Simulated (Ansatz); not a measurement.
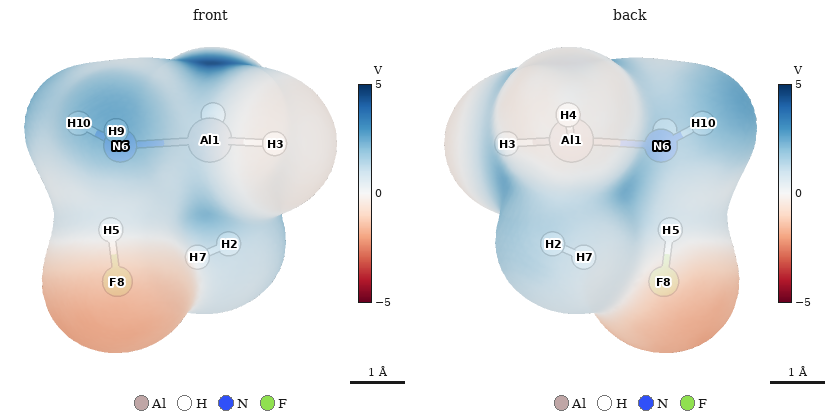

The picture shows: AlH4N···H2···HF. The electrostatic potential painted on the density surface at 0.004 e/bohr³, seen from the front and from behind; red is negative and blue positive.

Level of theory: Ansatz 0.2.0, RKS PBE0/cc-pVDZ.

| atom | x (Å) | y (Å) | z (Å) |
| --- | --- | --- | --- |
| Al | -0.4513 | 0.1399 | -1.0540 |
| H | -0.6064 | -1.8386 | -0.2999 |
| H | 0.5994 | -0.2659 | -2.1730 |
| H | -2.0343 | 0.0928 | -1.1897 |
| H | 0.7240 | -0.0709 | 1.3071 |
| N | 0.2380 | 1.1223 | 0.3655 |
| H | -0.1325 | -1.6238 | 0.2831 |
| F | 0.9692 | -0.9391 | 1.6945 |
| H | 1.0913 | 1.6520 | 0.1861 |
| H | -0.3973 | 1.7315 | 0.8802 |

Question: Which sites attract a positive test charge, and which a negative one?

Answer: A positive charge is drawn to the negative regions and a negative charge to the positive ones. The most negative region (about −1.8 V) lies over F8, the most positive (about +3.9 V) over Al1.
